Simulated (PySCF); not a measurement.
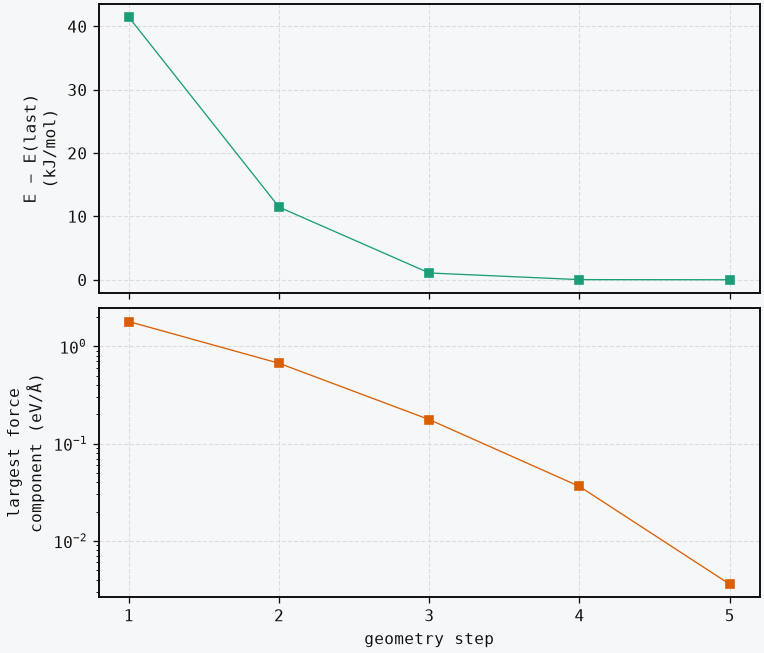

History of a geometry optimisation. The start has point group C2v, which is kept. A held symmetry can leave a saddle point.

System: RuOF2 molecule, multiplicity 5.
Method: UKS-based B3LYP, Ru def2-SVP with ECP28, O def2-SVP, F def2-SVP; non-relativistic Hamiltonian with scalar-relativistic core potentials; density fitting (PySCF).

Q: How did it end, and what did it gain?

A: The optimisation met its thresholds at geometry 5, counting the start as the first. The energy fell by about 41 kJ/mol from the first step to the last. The largest force component goes from about 1.8 eV/Å at the start to 4 × 10⁻³ eV/Å at the end.
